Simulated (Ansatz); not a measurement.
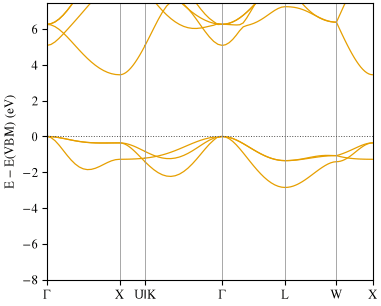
*Band structure from LDA in the plane-wave PAW code Ansatz*

**Question.** Read off the gap and where the band edges lie.

**Answer.** About 3.4 eV (3.45 eV by a search for the band edges); maximum at Γ, minimum at X.

**Question.** Which compound is it?
(A) CaO, rock salt
(B) BeS, zinc blende
(C) MgO, rock salt
(D) SrO, rock salt

**Answer.** A, CaO, rock salt

Space group Fm-3m (rock salt). The cell was relaxed with LDA under the symmetry of its start.

Potentials: the earlier of the program's two PAW sets. The files were generated under PBE; for other functionals the program regenerates the frozen cores, and for LDA and PBEsol the local potential too.
